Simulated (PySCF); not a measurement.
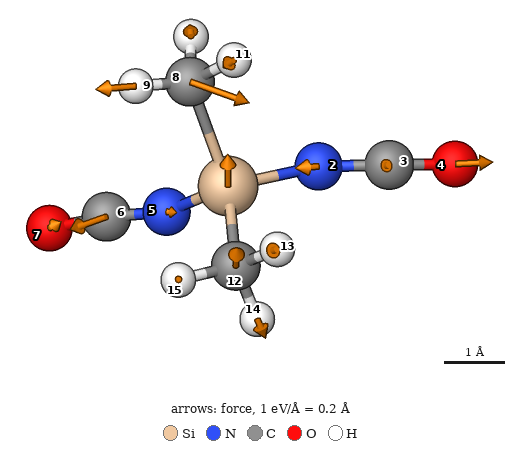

Starting geometry of C4H6N2O2Si with the computed forces as orange arrows. Style: ball-and-stick. Shown at a tilt.

The start comes from GFN2-xTB. Its atoms were then displaced at random by about 0.03 Å.

Computed with PBE0-D3(BJ)/def2-SVP geometry optimisation, gas phase in PySCF 2.14.0, density-fitted response routines. 

Q: What follows when this structure is relaxed?

A: It isn't relaxed: the largest force vector, on a C atom, is 5.38 eV/Å. The final displacements have little in common with the starting forces (cosine between the two patterns 0.10). Over 12 geometry steps the energy falls by 20.4 kcal/mol. The largest move after the best rigid fit is that of an O atom, 0.60 Å. By element the largest moves are O 0.60 Å, C 0.33 Å, H 0.22 Å, N 0.20 Å, Si 0.19 Å. Some distances before and after: C–Si 1.989 → 1.858 Å, C–H 1.015 → 1.101 Å, C–H 1.168 → 1.101 Å, N–Si 1.670 → 1.725 Å. Among the angles between lasting bonds that change: Si–N–C 154.7° → 176.8°, Si–N–C 158.2° → 177.6°, N–C–O 166.2° → 179.5°. Cost: 110 s on 1 thread of Intel(R) Xeon(R) 6975P-C (shared host).
